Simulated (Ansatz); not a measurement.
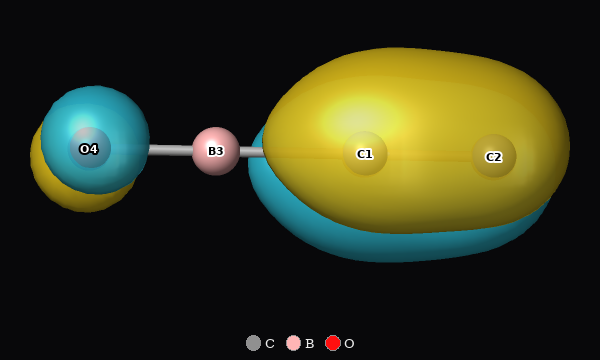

*C2BO (charge −1). The HOMO−1 at ±0.15 Å⁻³ᐟ² (yellow and cyan are the two phases), seen from one side.*

Geometry: B3LYP-D3(BJ)/def2-SVPD.

The calculation used isolated molecule in a Gaussian basis; Kohn-Sham density functional theory, functional PBE0 in Ansatz 0.2.0.

```xyz
4

C     0.0000    0.0000   -0.7186
C     0.0000    0.0000   -1.9761
B     0.0000    0.0000    0.7315
O     0.0000    0.0000    1.9632
```

**What is the character of this orbital?**

It lies mainly on C1 (about 45 %), C2 (about 35 %) and O4 (about 10 %); π-bonding across C1–C2. It is one of a degenerate set, so its orientation is arbitrary. Its energy is −2.50 eV.
